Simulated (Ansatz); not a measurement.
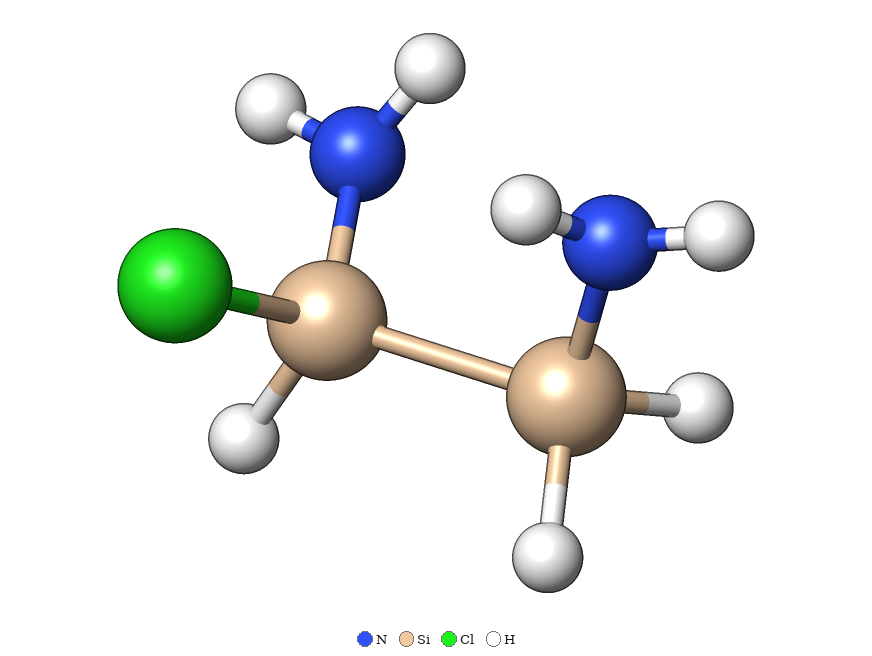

The picture comes from a calculation with Ansatz.

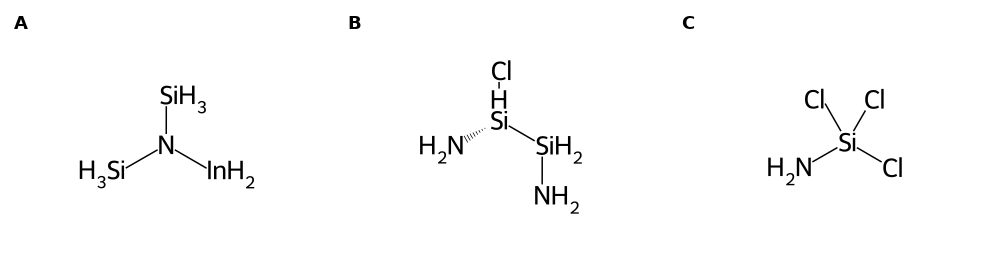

The first picture shows one of the molecules drawn in the second. Which?

B, `N[SiH2][Si@H](N)Cl`.
